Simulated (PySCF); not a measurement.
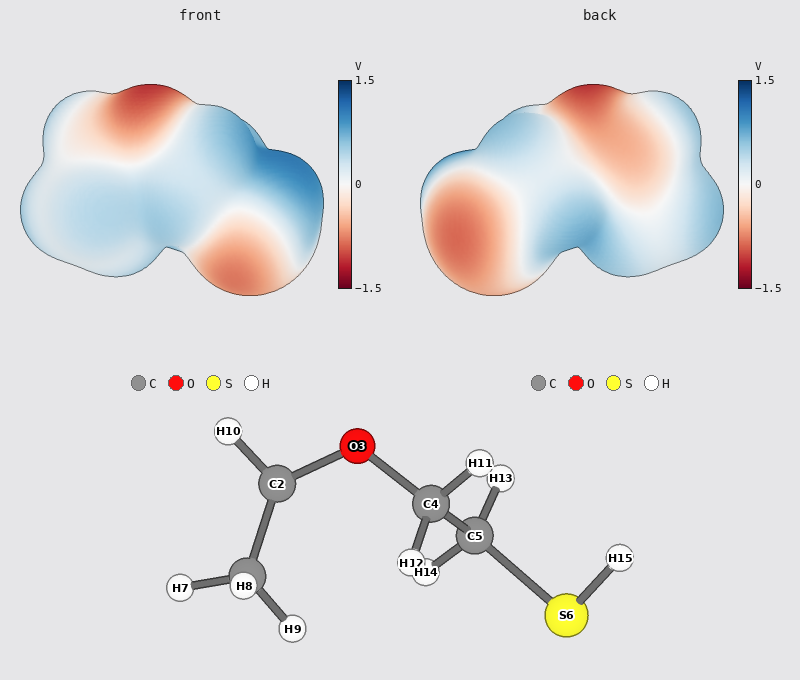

Figure 1: C4H9OS (SMILES C[CH]OCCS) (doublet). The molecular electrostatic potential painted on the density surface at 0.001 e/bohr³, seen from the front and from behind; the colour scale runs from red (negative) to blue (positive). The bare structure is drawn below in the same view.

Geometry: GFN2-xTB.

All numbers below come from UKS B3LYP, pcH-1 on C H O S, non-relativistic, mean-field spin-orbit, GIAO in PySCF 2.14.0, density-fitted response routines.

```xyz
15

C     1.9717   -0.3693   -0.6145
C     1.4390   -0.6106    0.7498
O     0.4356    0.1364    1.3167
C    -0.5263    0.7132    0.4746
C    -1.5362   -0.3285   -0.0114
S    -2.7371    0.3872   -1.1782
H     2.7921   -1.0576   -0.7947
H     2.3541    0.6532   -0.7369
H     1.2183   -0.5265   -1.3892
H     2.0749   -1.0161    1.5164
H    -1.0360    1.4664    1.0844
H    -0.0654    1.2113   -0.3866
H    -2.0733   -0.7712    0.8268
H    -1.0296   -1.1200   -0.5631
H    -3.2863    1.2403   -0.3161
```

**Which sites attract a positive test charge, and which a negative one?**

A positive charge is drawn to the negative regions and a negative charge to the positive ones. The most negative region (about −1.1 V) lies over O3, the most positive (about +1.0 V) over H15. O3 is the likeliest acceptor of a hydrogen bond.
